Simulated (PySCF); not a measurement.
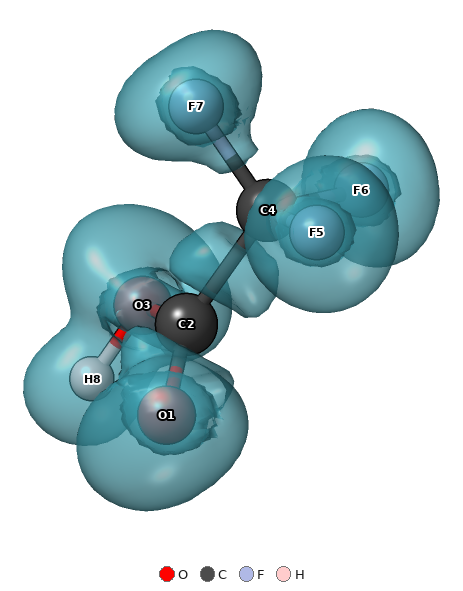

*C2HF3O2 (SMILES O=C(O)C(F)(F)F). Isosurface of the ELF at 0.75 (cyan), seen at an oblique angle. Core shells and regions of very low density are left out.*

Geometry: PBE0-D3(BJ)/def2-SVP.

The calculation used DFT single point, gas phase, functional PBE0 (PySCF 2.14.0, density-fitted response routines).

```csv
atom,x (Å),y (Å),z (Å)
O,0.6434,1.1235,-1.1757
C,0.4312,0.1965,-0.4544
O,1.1739,-0.8956,-0.3407
C,-0.7727,0.1198,0.5018
F,-1.5531,1.1702,0.3359
F,-1.4781,-0.9830,0.2718
F,-0.3488,0.0929,1.7625
H,1.9227,-0.8061,-0.9514
```

Identify the bonds, lone pairs and shells in this picture.

The surface consists of one region between bonded C–C atoms (shared pairs), three regions on F in which the atom's valence shell and bonds are merged, one region on O in which the atom's valence shell and bonds are merged and one joined region spread over several atoms (H, O), in which their bonds and any lone pairs are merged. Along the contacts the grid gives the following. C–O (1.19 Å): the ELF peaks at about 0.85 between the atoms (a multiple bond). C–F (1.32 Å): the ELF peaks at about 0.85 between the atoms (a polar covalent bond).
